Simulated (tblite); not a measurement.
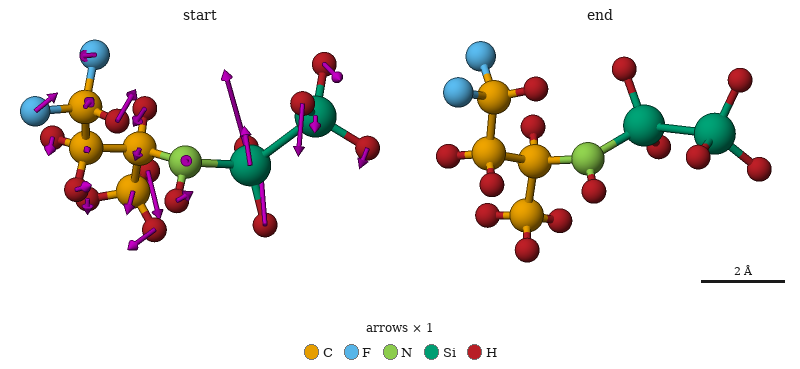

The structure of C4H13F2NSi2 before (left) and after (right) a relaxation, at one scale. The purple arrows give the displacements, at their true length.

The picture is a ball-and-stick view, seen from a free direction.

Computed with GFN2-xTB geometry optimisation, gas phase in tblite 0.8.0. 

**Describe what moved and what it gained.**

Over 216 geometry steps the energy falls by 0.887 eV. The largest move after the best rigid fit is that of an H atom, 2.45 Å. Largest moves by element: H 2.45 Å, Si 1.00 Å, F 0.84 Å, C 0.64 Å, N 0.40 Å. Some distances before and after: Si–Si 2.212 → 2.299 Å, N–Si 1.791 → 1.723 Å, H–N 1.052 → 1.009 Å, C–F 1.400 → 1.358 Å. Among the angles between lasting bonds that change: Si–N–H 109.0° → 119.5°, C–N–Si 113.3° → 123.4°, N–Si–H 112.7° → 103.9°. Groups turn about C–C by about 45°, Si–Si by about 35°.
